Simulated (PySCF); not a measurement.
C₃H₈OSeSi₂

```xyz
15

Si    2.5727    0.8042    0.2534
Se    2.2208   -1.3513   -0.4321
Si   -0.0403   -1.4837   -0.2347
C    -1.0859   -0.3455   -1.3051
C    -1.7855    0.4195   -0.4798
C    -1.5495    0.1837    0.9783
O    -0.5292   -0.7608    1.1495
H     4.0023    1.0082    0.0688
H     2.1727    0.9350    1.6502
H     1.7778    1.6919   -0.5947
H    -0.3877   -2.8975   -0.2525
H    -1.1522   -0.2871   -2.3762
H    -2.4992    1.1789   -0.7601
H    -1.2584    1.1079    1.4915
H    -2.4628   -0.1954    1.4546
```

Geometry: GFN2-xTB.

Method: PySCF 2.14.0, CAM-B3LYP/def2-SVPD, SCF density, gas phase.

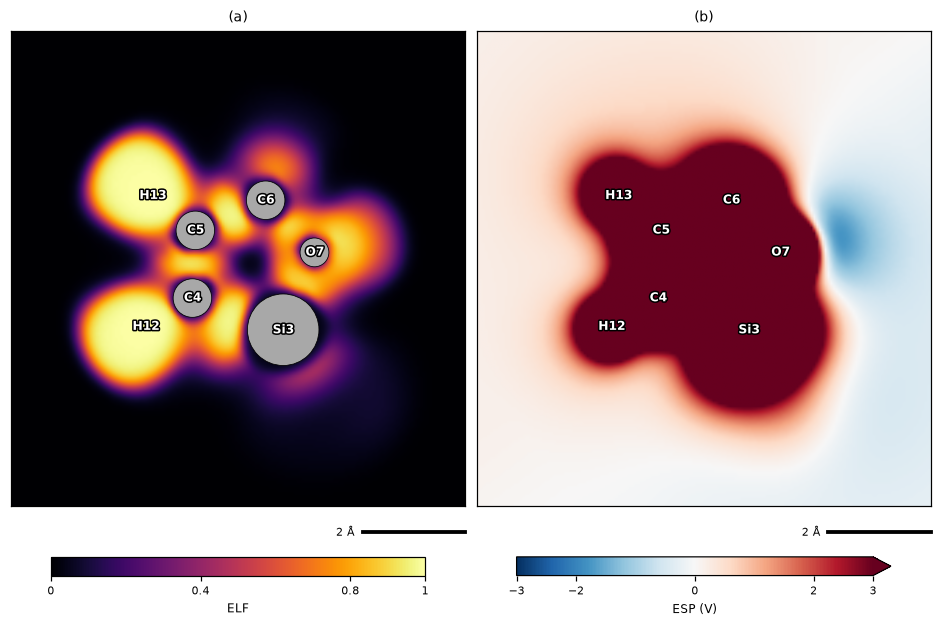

Figure 1. (a) electron localisation function; (b) molecular electrostatic potential on the plane of atoms C4, C5 and C6. Grey discs cover the atomic cores in the ELF map.

What does the map show?

- The section cuts through Si, C, O and H sites.
- C–C (1.33 Å): the ELF peaks at about 0.90 between the atoms: a short, multiple covalent bond.
- C–O (1.40 Å): the ELF peaks at about 0.90 between the atoms; a polar covalent bond.
- Si–O (1.64 Å): the ELF peaks at about 0.90 between the atoms (a polar covalent bond).
- C–Si (1.88 Å): the ELF peaks at about 0.95 between the atoms (a covalent bond).
- C–H (1.07 Å): the ELF climbs to about 1 towards the hydrogen, as it does in any bond to H; a covalent bond by its length.
- The ELF also peaks beside O7, away from the bonds: lone-pair regions.
- Outside the dense part of the molecule the potential is most negative (−1.8 V) near O7.

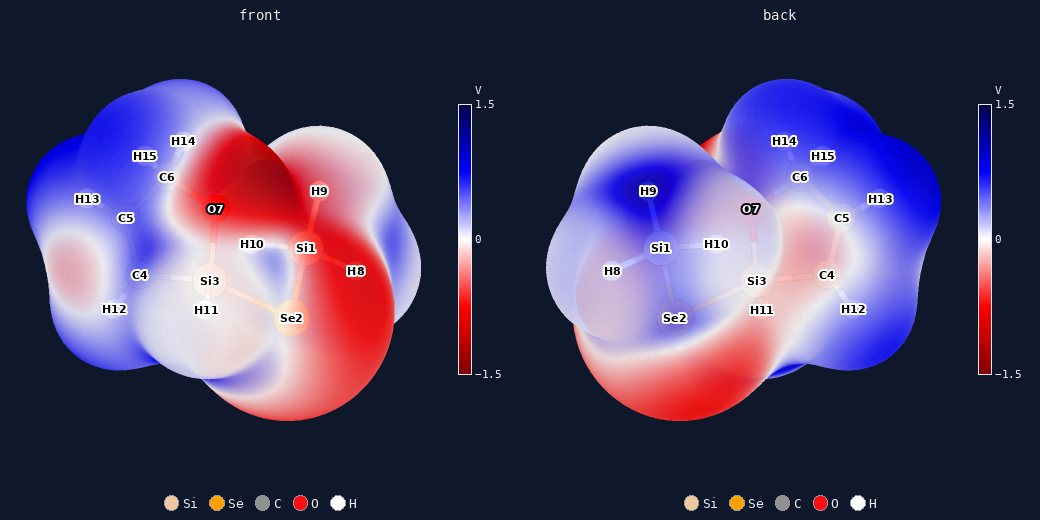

Figure 2. The molecular electrostatic potential painted on the density surface at 0.001 e/bohr³, seen from the front and from behind; the colour scale runs from red (negative) to blue (positive).

Describe the electrostatic potential map.

The most negative region (about −1.2 V) lies over O7, the most positive (about +0.9 V) over Si1, Si3 and H13. O7 is the likeliest acceptor of a hydrogen bond.

How polar is the molecule by this calculation?

Its dipole moment is 2.66 D.
